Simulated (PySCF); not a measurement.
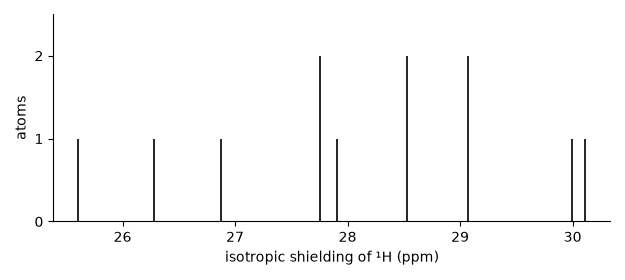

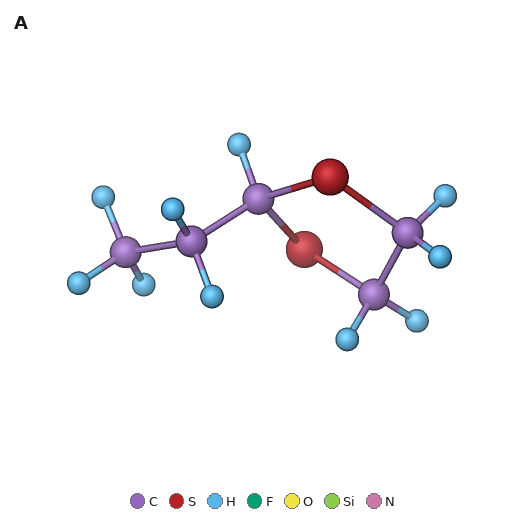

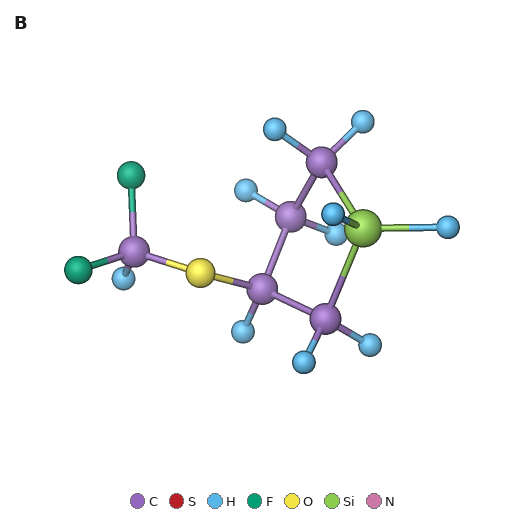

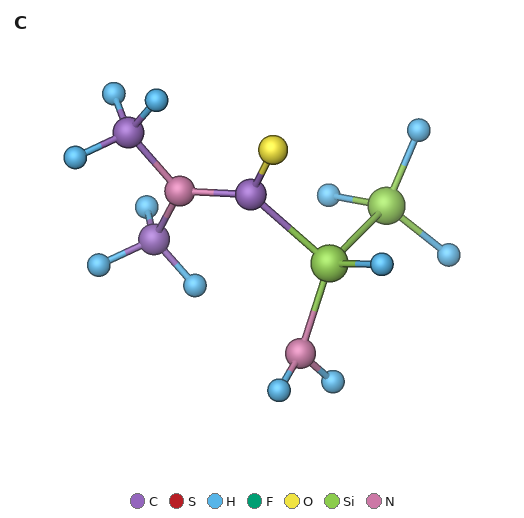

The sticks are computed shieldings of one of the molecules, for one fixed geometry (PBE0-D3(BJ)/def2-SVP) without averaging over rotations. Low shielding means a high chemical shift. Method: GIAO PBE0/pcSseg-1 NMR shielding, non-relativistic, IEF-PCM methanol (PySCF 2.14.0).

Question: Which molecule gives this pattern?

Answer: C, `CN(C)C(=O)[Si@@H](N)[SiH3]`. Its 12 H atoms give lines at 25.61, 26.28, 26.87, 27.75 (2 atoms), 27.90, 28.53 (2 atoms), 29.07 (2 atoms), 29.99, 30.11 ppm.
